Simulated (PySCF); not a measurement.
```xyz
25

C     2.0178   -0.3672    1.5425
C     1.5661    0.0562    0.3537
C     2.4714    0.8288   -0.5662
C     0.1663   -0.2083   -0.1536
C     0.2145   -0.9804   -1.4838
C    -0.7504   -0.9464    0.8439
C    -2.2194   -0.7316    0.4740
C    -2.4645    0.7784    0.3230
Si   -0.8375    1.4209   -0.4132
H     1.4093   -0.9570    2.2300
H     3.0363   -0.1332    1.8661
H     1.9791    1.7385   -0.9520
H     3.3951    1.1336   -0.0555
H     2.7587    0.2295   -1.4456
H     0.7066   -1.9572   -1.3369
H    -0.7948   -1.1706   -1.8806
H     0.7640   -0.4368   -2.2656
H    -0.4912   -2.0186    0.8966
H    -0.5903   -0.5324    1.8541
H    -2.4475   -1.2449   -0.4753
H    -2.8834   -1.1827    1.2292
H    -2.6021    1.2427    1.3143
H    -3.3611    1.0147   -0.2689
H    -0.2757    2.5846    0.3415
H    -0.9276    1.8001   -1.8596
```

Geometry: PBE0-D3(BJ)/def2-SVP.

Computed with wB97X-D/def2-SVPD, SCF density, gas phase (PySCF 2.14.0).

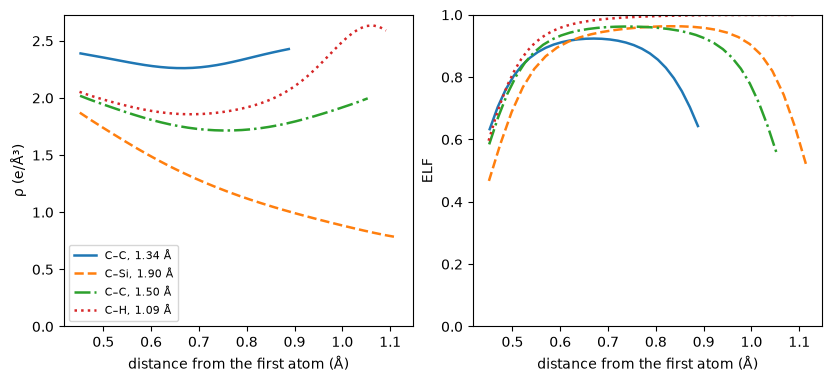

C₈H₁₆Si. Total electron density and ELF along straight lines between neighbouring atoms. The curves leave out the atomic cores.

### What kind of bonding do the profiles show?

C–C (1.34 Å): the density is about 2.3 e/Å³ at the midpoint; the ELF peaks at about 0.90 between the atoms; a multiple bond.
C–Si (1.90 Å): ρ is about 0.94 e/Å³ halfway; the ELF peaks at about 0.95 between the atoms; a shared electron pair.
C–C (1.50 Å): ρ is about 1.7 e/Å³ halfway; the ELF peaks at about 0.95 between the atoms: localised, covalent bonding.
C–H (1.09 Å): ρ is about 1.9 e/Å³ halfway; the ELF climbs to about 1 towards the hydrogen, as it does in any bond to H; an ordinary covalent bond to hydrogen.
